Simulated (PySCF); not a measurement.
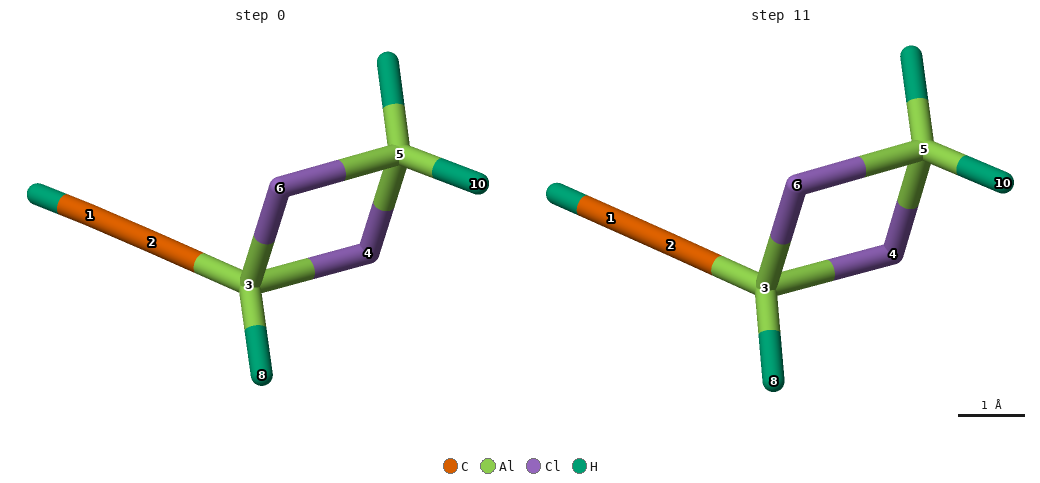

The structure of C2H4Al2Cl2 before (left) and after (right) a relaxation, at one scale.

A stick model, seen at a tilt.

The start comes from GFN2-xTB. Its atoms were then displaced at random by about 0.01 Å.

Level of theory: PySCF 2.14.0, density-fitted response routines, PBE0-D3(BJ)/def2-SVP geometry optimisation, gas phase. 

What changed between the two?

Answer. After 11 geometry steps the energy has fallen by 40.5 kJ/mol. The largest move after the best rigid fit is that of an H atom, 0.16 Å. Largest moves by element: H 0.16 Å, Al 0.10 Å, Cl 0.09 Å, C 0.05 Å. Near-neighbour distances that change, for instance: Al–Cl 2.174 → 2.306 Å, Al–Cl 2.195 → 2.319 Å, Al–C 1.954 → 1.903 Å, Al–H 1.533 → 1.576 Å. Bond angles that change, for instance: C–Al–H 129.1° → 126.4°, H–Al–H 125.4° → 127.9°, Cl–Al–H 107.0° → 109.3°.
